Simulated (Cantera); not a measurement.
Input: 1 mol Al(CH3)3, 36 mol NH3, 74 mol N2, 2.3 mol O2, at 1.33 mbar.

Method: chemical equilibrium by Gibbs-energy minimisation in Cantera with the NASA 1993 tables (ideal gas, pure condensed phases). Candidate condensed phases: Al, AlN, Al2O3, C, C6H6, C7H8, C8H18, H2O; 148 gas species. The feed counts by its element totals alone. The tables' values for AlOH are old estimates; treat these amounts as uncertain. Equilibrium is a limit: real reactors are often held back by kinetics, nucleation or transport.

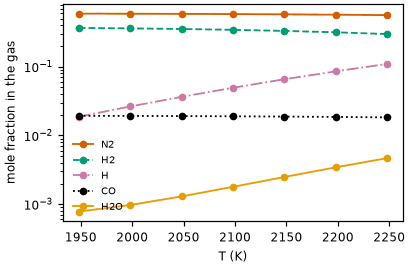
Figure. Equilibrium gas composition (values under 1e-9 drawn at 1e-9)

Problem. Read off the mole fractions at 2198 K.

Solution. N2 about 0.57, H2 about 0.32, H about 0.086, CO about 0.019, H2O about 0.0034.
